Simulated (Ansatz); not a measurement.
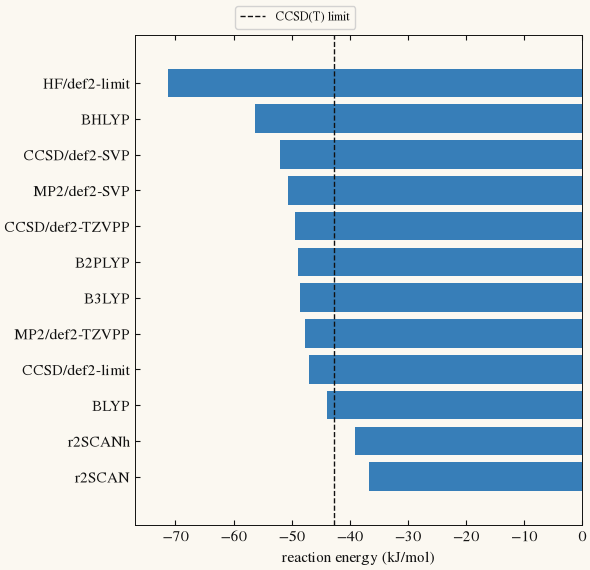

Electronic reaction energy of BSi₂H₅F₂ (B[Si](F)(F)[SiH3]) + H₂ ([H][H]) → Si₂H₄F₂ (F[SiH](F)[SiH3]) + BH₃ (B) (SMILES in brackets) at several levels (functionals in def2-TZVPP unless a basis is named), isolated molecules at PBE0-D4 triple-zeta geometries, minima by their frequencies, no zero-point or thermal terms, the Ansatz code 0.2.0. The line is frozen-core CCSD(T) at the basis limit (MP2 extrapolated from triple and quadruple zeta, plus CCSD(T) less MP2 in a smaller set). B2PLYP holds a correlation term that converges slowly with the basis, so part of the distance to the limit is basis error. No dispersion term is added to B2PLYP. The distance of CCSD/def2-SVP, MP2/def2-SVP, CCSD/def2-TZVPP and MP2/def2-TZVPP to the limit includes basis error.

### What do zero-point energy and temperature add?

Zero-point change 12.1 kJ/mol; at 298.15 K and 1 bar the CCSD(T) limit plus thermal terms gives an enthalpy of reaction of −35.2 and a free energy of −38.7 kJ/mol (harmonic PBE0-D4 modes, ideal gas).

### Give the values.

```csv
level,kJ/mol,less CCSD(T) limit
HF/def2-limit,−71.3,−28.5
BHLYP,−56.4,−13.6
CCSD/def2-SVP,−52.0,−9.2
MP2/def2-SVP,−50.6,−7.8
CCSD/def2-TZVPP,−49.3,−6.6
B2PLYP,−48.9,−6.2
B3LYP,−48.5,−5.7
MP2/def2-TZVPP,−47.7,−4.9
CCSD/def2-limit,−47.1,−4.3
BLYP,−43.9,−1.2
r2SCANh,−39.0,3.7
r2SCAN,−36.6,6.1
CCSD(T) limit,−42.8,0.0
```
